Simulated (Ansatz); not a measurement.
Bands of a (12,12) carbon nanotube, along its axis.

Computed with PBE (plane waves to 420 eV, PAW; Ansatz, a first-principles code). Mesh 1×1×30. No spin polarisation. Periodic along z alone, with about 11 Å of vacuum beside it. An idealised model, rolled from the flat sheet. Symmetry and one short period hold its shape; lower forms weren't sought.

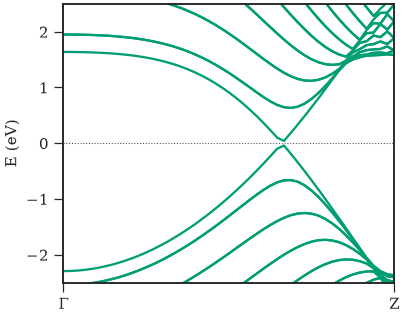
Fig. 1. Bands from the zone centre to the zone edge (period 2.47 Å); the dotted line marks the highest filled level

Is it a metal or a semiconductor at this level? Give what the bands show.

A metal in PBE.
```
Quantity                                                                                                             Value
--------------------------------------------------------------------  ----------------------------------------------------
PBE gap                                                                                               none (under 0.01 eV)
crossings of the Fermi level between Γ and the zone edge (49 points)  2, each for both spins (ideal conductance 2 × 2e²/h)
```
The near touch at the dotted line is a crossing that falls between two sampled points.
